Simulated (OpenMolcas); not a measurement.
# Ru⁵⁺ among point charges: CASSCF and CASPT2 levels and susceptibility

Aim: the splitting of the states of Ru⁵⁺ in the field of 5 point charges, its lowest levels with spin-orbit coupling and its magnetic susceptibility.

Method: state-averaged CASSCF and CASPT2, spin-orbit coupling by RASSI with atomic mean-field integrals. Code: OpenMolcas 26.06.

## Step 1: The system

| Quantity | Value |
| --- | --- |
| Species | Ru⁵⁺ (ruthenium, Z = 44, 39 electrons) |
| Basis | ANO-RCC-VDZP [6s5p3d1f], 43 functions |
| Scalar Hamiltonian | DKH2, point nucleus |
| Inactive shells | 1s 2s 2p 3s 3p 3d 4s 4p |
| Active space | 3 electrons in 5 orbitals (4d) |
| Some configurations of this space | 4d³ |
| Orbitals | optimised for each spin and parity, averaged over all roots |

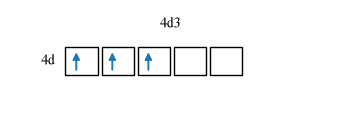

The shells outside the core, filled by Hund's rule for the drawing.

The ion sits among 5 point charges of -2 e arranged as a trigonal bipyramid (D3h), 2.4 Å from the ion, with the axial distance 2.616 Å.

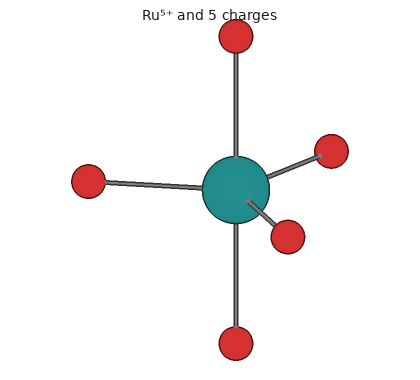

The ion and the point charges (red).

Each step is its own input file, run in one work folder so that later steps find the files of earlier ones. Labels, J, g values, rates, χT and fits are worked out afterwards by a script from the matrices that RASSI stores.

## Step 2: GATEWAY and SEWARD: basis and integrals

The input, a.inp:

```
&GATEWAY
Coord
1

Ru 0.0 0.0 0.0
Basis=ANO-RCC-VDZP
Group=NoSym
NoMove
AngMom=0.0 0.0 0.0
AMFI
XField
5 Angstrom 0
2.400000 0.000000 0.000000 -2.000000
-1.200000 2.078461 0.000000 -2.000000
-1.200000 -2.078461 0.000000 -2.000000
0.000000 0.000000 2.616000 -2.000000
0.000000 0.000000 -2.616000 -2.000000
&SEWARD
```

Run with:

```
$ OMP_NUM_THREADS=1 MOLCAS_MEM=1689 MOLCAS_PROJECT=a pymolcas a.inp > a.log
```

The program printed:

```text
Basis set label: RU.ANO-RCC...6S5P3D1F.

      Electronic valence basis set:
      ------------------
      Associated Effective Charge  44.000000 au
      Associated Actual Charge     44.000000 au
      Nuclear Model: Point charge

      Shell  nPrim  nBasis  Cartesian Spherical Contaminant
         s      21       6        X
         p      18       5        X
         d      13       3                 X
         f       6       1                 X
                  Relativistic Douglas-Kroll-Hess integrals:
                    - DKH order of Hamiltonian: 2
                    - DKH order of Properties : 0
                  Atomic mean-field integrals
```

## Step 3: Reference wave functions, quartets, 10 roots

The input, a.inp:

```
&RASSCF
FileOrb=start.orb
Symmetry=1
Spin=4
nActEl=3 0 0
Inactive=18
Ras2=5
CIRoot=10 10 1
SDav=10
CIMx=300
Iter=120 100
PrWF=0.3
OrbListing=Nothing
MaxOrb=0
>>> COPY $Project.JobIph JOB001
```

Run with:

```
$ OMP_NUM_THREADS=1 MOLCAS_MEM=1689 MOLCAS_PROJECT=a pymolcas a.inp > a.log
```

start.orb holds the contracted functions of the basis, ordered by shell, or the orbitals of the step before.

The program printed (excerpt; [...] marks lines left out):

```text
[...]
      Number of active orbitals                  5
[...]
      Spin quantum number                      1.5
[...]
      Active orbitals                            5
[...]
      Number of CSFs                            10
      Number of root(s) required                10
[...]
      Convergence after  7 iterations
[...]
      Natural orbitals and occupation numbers for root  1
      sym 1:   1.000000   1.000000  -0.000000   1.000000  -0.000000
      Natural orbitals and occupation numbers for root  2
      sym 1:   0.000000   1.000000   0.000000   1.000000   1.000000
      Natural orbitals and occupation numbers for root  3
      sym 1:   0.718676   0.281324   1.000000   0.718676   0.281324
::    RASSCF root number  1 Total energy:  -4532.40856764
::    RASSCF root number  2 Total energy:  -4532.40856764
::    RASSCF root number  3 Total energy:  -4532.40236915
[...]
::    RASSCF root number  7 Total energy:  -4532.39837124
::    RASSCF root number  8 Total energy:  -4532.33479820
::    RASSCF root number  9 Total energy:  -4532.33479820
::    RASSCF root number 10 Total energy:  -4532.33356848
```

## Step 4: CASSCF: doublets, 40 roots

The input, a.inp:

```
&RASSCF
FileOrb=start.orb
Symmetry=1
Spin=2
nActEl=3 0 0
Inactive=18
Ras2=5
CIRoot=40 40 1
SDav=40
CIMx=300
Iter=120 100
PrWF=0.3
OrbListing=Nothing
MaxOrb=0
>>> COPY $Project.JobIph JOB002
```

The program printed (excerpt; [...] marks lines left out):

```text
[...]
      Number of active orbitals                  5
[...]
      Spin quantum number                      0.5
[...]
      Active orbitals                            5
[...]
      Number of CSFs                            40
      Number of root(s) required                40
[...]
      Convergence after  6 iterations
[...]
      Natural orbitals and occupation numbers for root  1
      sym 1:   0.794709   0.203765   0.601894   0.797771   0.601861
      Natural orbitals and occupation numbers for root  2
      sym 1:   0.797771   0.203765   0.601861   0.794709   0.601895
      Natural orbitals and occupation numbers for root  3
      sym 1:   0.819631   0.445504   0.457617   0.819631   0.457617
::    RASSCF root number  1 Total energy:  -4532.33111643
::    RASSCF root number  2 Total energy:  -4532.33111643
::    RASSCF root number  3 Total energy:  -4532.33041960
[...]
::    RASSCF root number 27 Total energy:  -4532.29345238
::    RASSCF root number 28 Total energy:  -4532.29345238
::    RASSCF root number 29 Total energy:  -4532.23907783
::    RASSCF root number 30 Total energy:  -4532.23907783
```

## Step 5: RASSI: spin-orbit coupling between the states

The input, a.inp:

```
&RASSI
NrOfJobIphs=2 10 40
1 2 3 4 5 6 7 8 9 10
1 2 3 4 5 6 7 8 9 10 11 12 13 14 15 16 17 18 19 20 21 22 23 24 25 26 27
28 29 30 31 32 33 34 35 36 37 38 39 40
IphNames
JOB001
JOB002
EJob
SpinOrbit
DIPRint=1.0
SOCoupling=1000.0
Subsets=2
Property=9
'ANGMOM' 1 'ANGMOM' 2 'ANGMOM' 3 'MLTPL  1' 1 'MLTPL  1' 2 'MLTPL  1' 3
'AMFI' 1 'AMFI' 2 'AMFI' 3
SOProperty=3
'ANGMOM' 1 'ANGMOM' 2 'ANGMOM' 3
```

The program printed (excerpt; [...] marks lines left out):

```text
SPIN-FREE ENERGIES:
  (Shifted by EMIN (a.u.) =      -4532.4085676392)
 SF State       Relative EMIN(au)   Rel lowest level(eV)    D:o, cm**(-1)      L_eff
     1             0.0000000000        0.0000000000              0.0000         3.0
     2             0.0000000000        0.0000000000              0.0000         3.0
     3             0.0061984901        0.1686695077           1360.4113         3.0
     4             0.0061984901        0.1686695077           1360.4113         3.0
     5             0.0084246350        0.2292459962           1848.9937         3.0
     6             0.0084264826        0.2292962717           1849.3992         3.0
     7             0.0101964041        0.2774582915           2237.8520         3.0
     8             0.0737694435        2.0073688191          16190.5214         1.0
     9             0.0737694435        2.0073688191          16190.5214         1.0
    10             0.0749991621        2.0408311669          16460.4134         1.0
[...]
Eigenvalues of complex Hamiltonian:
   -----------------------------------
  (Shifted by EMIN (a.u.) =      -4532.4085676392)
 SO State       Relative EMIN(au)   Rel lowest level(eV)    D:o, cm**(-1)     J-value
     1            -0.0114370242        0.0000000000              0.0000         1.7
     2            -0.0114370242        0.0000000000              0.0000         1.7
     3            -0.0104982550        0.0255452122            206.0360         1.2
     4            -0.0104982550        0.0255452122            206.0360         1.2
     5            -0.0046553823        0.1845378772           1488.3984         1.4
     6            -0.0046553823        0.1845378772           1488.3984         1.4
     7            -0.0032369051        0.2231366088           1799.7181         2.3
     8            -0.0032369051        0.2231366088           1799.7181         2.3
     9            -0.0011223770        0.2806758498           2263.8034         2.1
    10            -0.0011223770        0.2806758498           2263.8034         2.1
    11             0.0031786417        0.3977125289           3207.7679         1.8
[...]
```

These steps: 6.5 s of run time, 1 thread of AMD EPYC 9R45 (Zen 5), shared host.

Spin-free states, with their symmetry labels:

```
  state  degeneracy  E (cm-1)  free-ion L (%)
     4E           2         0         F (100)
     4E           2      1360         F (100)
quartet           2      1849         F (100)
    4A2           1      2238         F (100)
     4E           2     16191         P (100)
    4A2           1     16460         P (100)
     2E           2     16999          G (95)
    2A1           1     17152          G (98)
     2E           2     17207          G (95)
     2E           2     17291          G (95)
    2A2           1     17780         G (100)
    2A1           1     17787         G (100)
    2A2           1     21506          H (53)
     2E           2     21945          H (53)
     2E           2     21953          H (99)
     2E           2     22408          H (85)
    2A1           1     22867         H (100)
    2A2           1     22871         H (100)
     2E           2     22937          P (55)
     2E           2     23044          H (95)
    2A2           1     23171          P (53)
     2E           2     24602          D (89)
    2A1           1     24815          D (98)
     2E           2     25265          D (83)
```

With spin-orbit coupling:

```tsv
E (cm-1)	Degeneracy	Label	2S+1	g
0.0	2	E1/2	4	0.84 0.84 1.19
206.0	2	E3/2	4	0.00 0.00 1.83
1488	2	E1/2	4	0.00 0.00 5.77
1800	2	E1/2	4	2.18 3.23 3.23
2264	2	E3/2	4	0.00 0.00 1.65
3208	2	E1/2	4	0.00 0.00 9.51
3581	2	E1/2	4	1.36 5.04 5.04
3686	2	E3/2	4	0.00 0.00 3.71
3872	2	E1/2	4	0.00 0.00 5.28
5243	2	E1/2	4	0.00 0.00 6.93
5401	2	E1/2	4	0.00 0.00 8.44
5854	2	E3/2	4	0.00 0.00 4.81
6139	2	E1/2	4	1.65 6.62 6.62
6179	2	E3/2	4	0.00 0.00 11.95
16937	2	E1/2	4	2.70 2.99 2.99
17069	2	E3/2	4	0.00 0.00 4.82
17092	2	E1/2	4	1.42 2.22 2.22
18326	2	E1/2	2	0.00 0.00 6.03
18597	2	E1/2	2	1.19 3.01 3.01
18627	2	E3/2	2	0.00 0.00 3.21
18976	2	E1/2	2	0.00 0.00 5.28
19230	2	E1/2	4	0.00 0.00 7.91
19348	2	E3/2	4	0.00 0.00 4.83
19386	2	E1/2	4	1.61 4.76 4.76
```

The table of states holds 24 of 32 computed; the rest, higher up, is left out. Labels of spin-orbit levels are those of the rotation subgroup (D3 for D3h). Principal g values are given for doublets only; a zero marks a field direction without first-order Zeeman splitting.

Powder χT (cm³ K/mol): 0.09 at 2 K, 0.09 at 5 K, 0.09 at 10 K, 0.10 at 20 K, 0.11 at 50 K, 0.13 at 100 K, 0.15 at 150 K, 0.17 at 200 K, 0.19 at 250 K, 0.22 at 300 K.

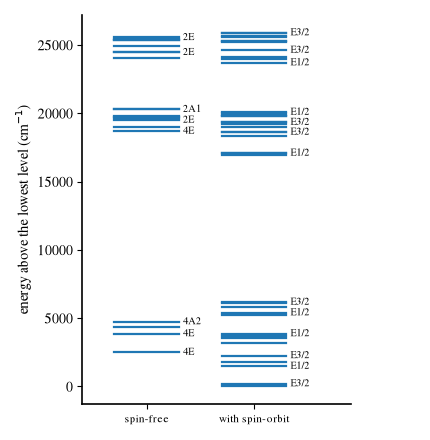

The states in the field without (left) and with (right) spin-orbit coupling.

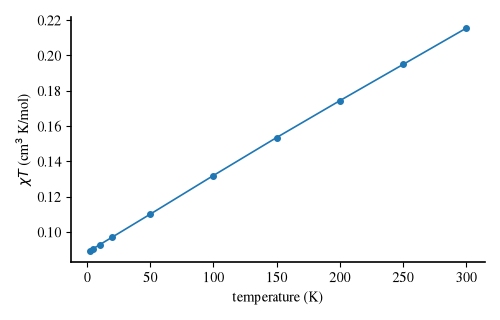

χT against temperature.

## Step 6: CASPT2: IPEA 0.25, imaginary shift 0.1 (closed shells correlated: 4s 4p)

The input, a.inp:

```
>>> COPY JOB001 $Project.JobIph
&CASPT2
Multistate=10 1 2 3 4 5 6 7 8 9 10
NoMult
Frozen=14
IPEA=0.25
Imaginary=0.1
MaxIter=60
WThr=0.0 0.3 0.05
PrWF=0.5
NoMix
>>> COPY JOB002 $Project.JobIph
&CASPT2
Multistate=40 1 2 3 4 5 6 7 8 9 10 11 12 13 14 15 16 17 18 19 20 21 22
23 24 25 26 27 28 29 30 31 32 33 34 35 36 37 38 39 40
NoMult
Frozen=14
IPEA=0.25
Imaginary=0.1
MaxIter=60
WThr=0.0 0.3 0.05
PrWF=0.5
NoMix
```

The program printed:

```text
Orbital specifications:
      -----------------------

      Symmetry species                           1
                                                 a
      Frozen orbitals                           14
      Inactive orbitals                          4
      Active orbitals                            5
      Secondary orbitals                        20
      Deleted orbitals                           0
      Number of basis functions                 43
Type of calculation                        SS-CASPT2
      Fock operator                              state-specific
      IPEA shift                                 0.25
      Real shift                                 0.00
      Imaginary shift                            0.10
      The input orbitals will be transformed to quasi-canonical
Reference energy:       -4532.4085676392
      E2 (Non-variational):      -0.1942279658
      Shift correction:          -0.0000771137
      E2 (Variational):          -0.1943050795
      Total energy:           -4532.6028727188
      Residual norm:              0.0000006132
      Reference weight:           0.96368
      Contributions to the CASPT2 correlation energy
      Active & Virtual Only:         -0.0125263671
      One Inactive Excited:          -0.0895723682
      Two Inactive Excited:          -0.0921292305
Reference energy:       -4532.4085676390
      E2 (Non-variational):      -0.1950472426
      Shift correction:          -0.0000784443
      E2 (Variational):          -0.1951256868
      Total energy:           -4532.6036933258
      Residual norm:              0.0000006540
      Reference weight:           0.96333
      Contributions to the CASPT2 correlation energy
      Active & Virtual Only:         -0.0127265023
      One Inactive Excited:          -0.0901703415
      Two Inactive Excited:          -0.0921503988
::    CASPT2 Root  1     Total energy:  -4532.60287272
::    CASPT2 Root  2     Total energy:  -4532.60369333
::    CASPT2 Root  3     Total energy:  -4532.59935059
::    CASPT2 Root  4     Total energy:  -4532.59935064
::    CASPT2 Root  5     Total energy:  -4532.59745385
::    CASPT2 Root  6     Total energy:  -4532.59735687
::    CASPT2 Root  7     Total energy:  -4532.59477845
::    CASPT2 Root  8     Total energy:  -4532.54211102
::    CASPT2 Root  9     Total energy:  -4532.54211122
::    CASPT2 Root 10     Total energy:  -4532.54045928
Orbital specifications:
      -----------------------

      Symmetry species                           1
                                                 a
      Frozen orbitals                           14
      Inactive orbitals                          4
      Active orbitals                            5
      Secondary orbitals                        20
      Deleted orbitals                           0
      Number of basis functions                 43
Type of calculation                        SS-CASPT2
      Fock operator                              state-specific
      IPEA shift                                 0.25
      Real shift                                 0.00
      Imaginary shift                            0.10
      The input orbitals will be transformed to quasi-canonical
Reference energy:       -4532.3311164320
      E2 (Non-variational):      -0.2031565514
      Shift correction:          -0.0000881463
      E2 (Variational):          -0.2032446977
      Total energy:           -4532.5343611297
      Residual norm:              0.0000006166
      Reference weight:           0.96085
      Contributions to the CASPT2 correlation energy
      Active & Virtual Only:         -0.0145196165
      One Inactive Excited:          -0.0948296230
      Two Inactive Excited:          -0.0938073119
Reference energy:       -4532.3311164320
      E2 (Non-variational):      -0.2031865386
      Shift correction:          -0.0000881689
      E2 (Variational):          -0.2032747074
      Total energy:           -4532.5343911394
      Residual norm:              0.0000006164
      Reference weight:           0.96084
      Contributions to the CASPT2 correlation energy
      Active & Virtual Only:         -0.0145190718
      One Inactive Excited:          -0.0948377329
      Two Inactive Excited:          -0.0938297339
::    CASPT2 Root  1     Total energy:  -4532.53436113
::    CASPT2 Root  2     Total energy:  -4532.53439114
::    CASPT2 Root  3     Total energy:  -4532.53404188
::    CASPT2 Root  4     Total energy:  -4532.53340138
::    CASPT2 Root  5     Total energy:  -4532.53340128
::    CASPT2 Root  6     Total energy:  -4532.53286119
::    CASPT2 Root  7     Total energy:  -4532.53283480
::    CASPT2 Root  8     Total energy:  -4532.53135924
::    CASPT2 Root  9     Total energy:  -4532.53133883
::    CASPT2 Root 10     Total energy:  -4532.51443493
::    CASPT2 Root 11     Total energy:  -4532.51252729
::    CASPT2 Root 12     Total energy:  -4532.51250327
::    CASPT2 Root 13     Total energy:  -4532.50920007
::    CASPT2 Root 14     Total energy:  -4532.50919144
::    CASPT2 Root 15     Total energy:  -4532.50914119
::    CASPT2 Root 16     Total energy:  -4532.50897057
::    CASPT2 Root 17     Total energy:  -4532.50573748
::    CASPT2 Root 18     Total energy:  -4532.50572843
::    CASPT2 Root 19     Total energy:  -4532.51021499
::    CASPT2 Root 20     Total energy:  -4532.51021630
::    CASPT2 Root 21     Total energy:  -4532.50436859
::    CASPT2 Root 22     Total energy:  -4532.50433393
::    CASPT2 Root 23     Total energy:  -4532.50778804
::    CASPT2 Root 24     Total energy:  -4532.50657956
::    CASPT2 Root 25     Total energy:  -4532.50657989
::    CASPT2 Root 26     Total energy:  -4532.50669891
::    CASPT2 Root 27     Total energy:  -4532.50134667
::    CASPT2 Root 28     Total energy:  -4532.50136089
::    CASPT2 Root 29     Total energy:  -4532.45354325
::    CASPT2 Root 30     Total energy:  -4532.45364303
```

Time for this run: 2.9 s (1 thread of AMD EPYC 9R45 (Zen 5), shared host).

SS-CASPT2: lowest energy less the reference's lowest, -0.1947 hartree; reference weights 0.956 to 0.964.

Spin-free states, with their symmetry labels:

```
  state  degeneracy  E (cm-1)  free-ion L (%)
     4E           2         0         F (100)
     4E           2       863         F (100)
quartet           2      1290         F (100)
    4A2           1      1867         F (100)
     4E           2     13426         P (100)
    4A2           1     13788         P (100)
     2E           2     15123          G (95)
    2A1           1     15197          G (98)
     2E           2     15337          G (95)
     2E           2     15459          G (95)
    2A2           1     15785         G (100)
    2A1           1     15790         G (100)
    2A2           1     19500          H (53)
     2E           2     19921          H (53)
     2E           2     20426          P (55)
     2E           2     20650          H (99)
     2E           2     20680          H (85)
    2A2           1     20959          P (53)
    2A1           1     21198          D (98)
     2E           2     21224          D (89)
    2A1           1     21409         H (100)
    2A2           1     21411         H (100)
     2E           2     21713          H (95)
     2E           2     22371          D (83)
```

With spin-orbit coupling:

```tsv
E (cm-1)	Degeneracy	Label	2S+1	g
0	2	E1/2	4	0.87 0.97 0.97
120	2	E3/2	4	0.00 0.00 1.69
1470	2	E1/2	4	0.00 0.00 5.65
1620	2	E1/2	4	2.08 3.34 3.34
1970	2	E3/2	4	0.00 0.00 1.90
3240	2	E1/2	4	0.00 0.00 9.30
3360	2	E1/2	4	1.13 5.02 5.02
3570	2	E1/2	4	0.00 0.00 5.52
3600	2	E3/2	4	0.00 0.00 3.61
5080	2	E1/2	4	0.01 0.01 6.79
5180	2	E1/2	4	0.01 0.01 8.64
5630	2	E3/2	4	0.00 0.00 4.79
5800	2	E3/2	4	0.00 0.00 11.94
5900	2	E1/2	4	1.65 6.61 6.61
14460	2	E1/2	4	2.78 2.94 2.94
14610	2	E1/2	4	1.36 2.19 2.19
14640	2	E3/2	4	0.00 0.00 4.82
16670	2	E1/2	4	0.00 0.00 7.97
16670	2	E1/2	2	0.01 0.01 6.04
16810	2	E3/2	4	0.00 0.00 4.79
16860	2	E1/2	4	1.45 1.52 1.52
16910	2	E1/2	2	0.33 0.33 1.40
17000	2	E3/2	2	0.00 0.00 3.33
17300	2	E1/2	2	0.01 0.01 5.02
```

Powder χT (cm³ K/mol): 0.08 at 2 K, 0.08 at 5 K, 0.09 at 10 K, 0.09 at 20 K, 0.10 at 50 K, 0.12 at 100 K, 0.14 at 150 K, 0.15 at 200 K, 0.17 at 250 K, 0.19 at 300 K.

## Step 7: The methods side by side

A. CASSCF
B. SS-CASPT2, IPEA 0.25, imaginary shift 0.1 (closed shells correlated: 4s 4p)

```
method  ground state  first state of that spin (cm-1)  first gap with spin-orbit (cm-1)  χT at 300 K
     A            4E                          4E 1360                             206.0         0.22
     B            4E                         4E 863.1                             124.1         0.19
```

## Step 8: What came out

| quantity | value |
| --- | --- |
| method | SS-CASPT2, IPEA 0.25, imaginary shift 0.1 (closed shells correlated: 4s 4p) |
| spin-free ground state | 4E, 2-fold in its orbital part |
| first state of the same spin within the active space | 4E at 863 cm⁻¹ |
| lowest level | 2-fold E1/2, g = 0.87, 0.97, 0.97 |
| next level | 124.1 cm⁻¹ |
| χT at 300 K | 0.19 cm³ K/mol |
| effective moment at 300 K | 1.23 μB |

Cost by method:

```
                                              method  time of its own steps  time with the reference
                                           A. CASSCF                  6.5 s                    6.5 s
B. SS-CASPT2, IPEA 0.25, imaginary shift 0.1, +4s 4p                  2.9 s                    9.4 s
```

Times are of one thread on a shared host.

**Reading.** The spin-free ground state (4E) comes to 100 % from free-ion F terms and keeps the highest spin of the shell. χT at 300 K is 0.19, against 1.88 cm³ K/mol for the spin alone, so spin-orbit coupling lowers it. CASPT2 does not keep the components of a term degenerate, and the means are used. The field of point charges can differ much from that of real complexes. This is an electrostatic model: the charges have no orbitals.
